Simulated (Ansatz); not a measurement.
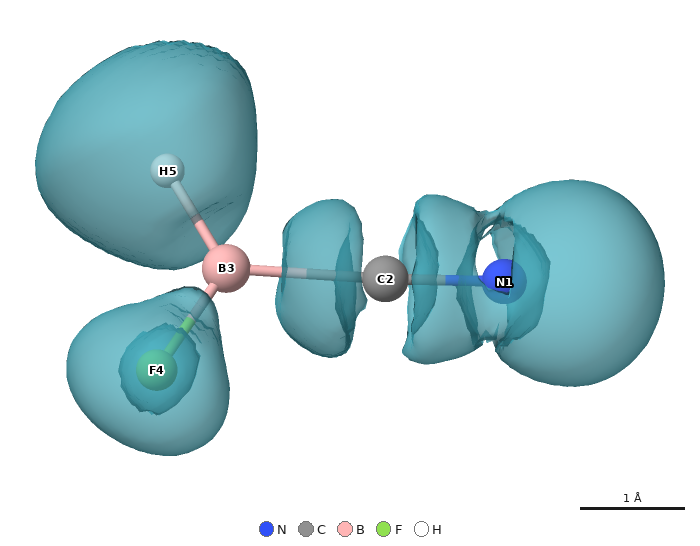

The picture shows: CHBFN (SMILES N#CBF). Isosurface of the ELF at 0.75 (cyan), seen at a tilt. Core shells and regions of very low density are left out.

Geometry: PBE0-D4/def2-TZVP.

The calculation used RKS PBE0-D4/def2-TZVPP (Ansatz).

```yaml
atoms:
  - { symbol: N, position_ang: [0.6990, -1.3054, 1.4920] }
  - { symbol: C, position_ang: [0.3079, -0.6070, 0.6645] }
  - { symbol: B, position_ang: [-0.1598, 0.3769, -0.4298] }
  - { symbol: F, position_ang: [-1.2235, 0.0705, -1.1283] }
  - { symbol: H, position_ang: [0.4263, 1.3913, -0.6398] }
```

Question: Identify the bonds, lone pairs and shells in this picture.

Answer: The surface consists of one region between bonded B–C atoms (shared pairs), one region around a hydrogen nucleus, one region on F in which the atom's valence shell and bonds are merged and one region on N in which the atom's valence shell and bonds are merged. Along the contacts the grid gives the following. C–N (1.15 Å): the ELF peaks at about 0.85 between the atoms (a short, multiple covalent bond). B–F (1.31 Å): the ELF peaks at about 0.85 between the atoms (a polar covalent bond).
